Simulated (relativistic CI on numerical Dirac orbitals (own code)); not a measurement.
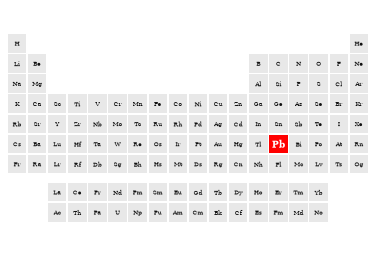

*The place of lead in the periodic table.*

## Relativistic CI calculation for Pb

- system: Pb.
- method: Dirac-Coulomb-Breit CI, KLI orbitals optimised for each configuration, model QED (radiative potential, 1s self-energy scaled to tabulated hydrogen-like ionisation energies), numerical settings as typed (relativistic CI on numerical Dirac orbitals, in-house)

## Input file
```
atom Pb  Z=82  charge=0  electrons=82
nucleus A=208  rms_radius_fm=5.5012
hamiltonian dirac-coulomb  breit=on  qed=on  c_scale=1
orbitals kli  potential=per-configuration
slater_scale 1
correlation none
mixing on
grid step=0.0125 r_max=259.4
scf mixing=0.4 start=green max_iterations=150 tolerance=2e-08 node_fill=0.05
configurations
  [Xe] 4f14 5d10 6s2 6p2
  [Xe] 4f14 5d10 6s2 6p 2d
end
```

Hardware: 1 CPU thread, shared host.

The run was one of a batch that the task file lists, launched with:
```bash
python <driver script> task.json out
```

The program writes its results to a structured record and prints no log; tables and figures of this report are taken from that record.

## What the run reported

- outcome: refused by the program

## Diagnosis

One thing in this input was made wrong on purpose: configuration. The program refused the input; the driver noted: configuration [Xe] 4f14 5d10 6s2 6p 2d: l must be smaller than n.
